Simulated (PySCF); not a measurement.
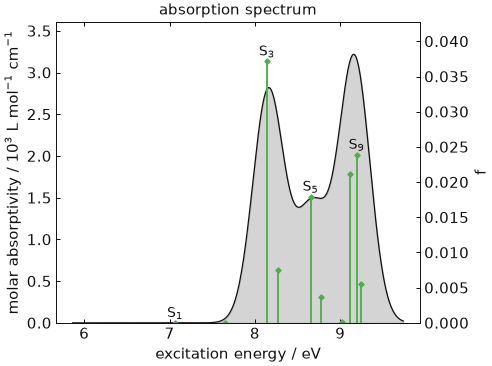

Computed absorption of C₂H₄BFO₂, SMILES FB1OCCO1. Vertical TDDFT excitations, PBE0/def2-TZVPD with PySCF, at a PBE0-D3(BJ)/def2-SVP geometry (no frequency check), gas phase. Only the first 10 singlet excitations are included; each is broadened by a Gaussian of 1/e half-width 0.25 eV. Sticks give oscillator strengths (right axis).

> Where is the lowest singlet, and is it bright?

S1 lies at 7.06 eV (175 nm) with f = 0.000, mainly HOMO → LUMO (96 %); it is dark or nearly so.

> Does any vertical transition fall in the visible?

No singlet lies below 3.1 eV (beyond 400 nm), so at this level no vertical transition falls in the visible.

Caveats: states above the negative HOMO energy depend on the basis; one conformer of a flexible molecule; core orbitals are frozen in the response.
